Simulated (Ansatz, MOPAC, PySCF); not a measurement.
Potential energy curve for AlMg (anion, charge -1), lowest triplet found (which spin is the ground state isn't settled by this scan).

Levels: PM7, unrestricted, heats of formation (MOPAC); UCCSD(T) = CCSD(T) on UHF/aug-cc-pVDZ, frozen core in Ansatz (a program for electronic structure); UKS-B3LYP/6-31G* = PySCF with unrestricted B3LYP/6-31G*, spherical d; ROCCSDT(Q) = CCSDT(Q)/B on ROHF/aug-cc-pVDZ, frozen core (Ansatz).

Energies are in mEh, each relative to the lowest point of its own curve between 2.28 and 3.32 Å, where full CI is lowest.

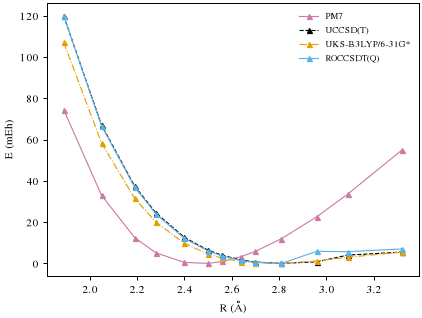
Fig. 1. Energy against bond length for each method.

| R / Å | PM7 | UCCSD(T) | UKS-B3LYP/6-31G* | ROCCSDT(Q) |
|---|---|---|---|---|
| 1.89 | 74.5 | 119.9 | 107.2 | 119.7 |
| 2.05 | 32.9 | 67.0 | 58.2 | 66.6 |
| 2.19 | 12.5 | 37.4 | 31.4 | 36.9 |
| 2.28 | 5.1 | 24.4 | 19.9 | 23.9 |
| 2.40 | 0.5 | 12.6 | 9.7 | 12.1 |
| 2.50 | 0.0 | 6.4 | 4.5 | 6.0 |
| 2.56 | 0.9 | 3.9 | 2.5 | 3.5 |
| 2.64 | 3.3 | 1.7 | 0.8 | 1.4 |
| 2.70 | 5.8 | 0.7 | 0.2 | 0.5 |
| 2.81 | 11.9 | 0.0 | 0.0 | 0.0 |
| 2.96 | 22.7 | 0.7 | 1.2 | 5.8 |
| 3.09 | 33.6 | 4.0 | 3.0 | 5.7 |
| 3.32 | 55.0 | 5.5 | 5.4 | 7.0 |

At the longest distance, 3.32 Å, PM7 lies highest above its minimum (55.0 mEh) and UKS-B3LYP/6-31G* lowest (5.4 mEh).

The scan ran from 1.89 to 8.94 Å; beyond the distances shown full CI changes its symmetry label. Where the anion isn't bound against loss of the electron, the finite basis alone holds it. The unrestricted determinant behind UCCSD(T) is spin-contaminated at 1.89 to 3.09 Å (<S²> up to 2.7, against 2.00 for a pure triplet). The T1 diagnostic of CCSD on the restricted reference of ROCCSDT(Q) exceeds 0.045 at 2.50 to 2.96 Å.
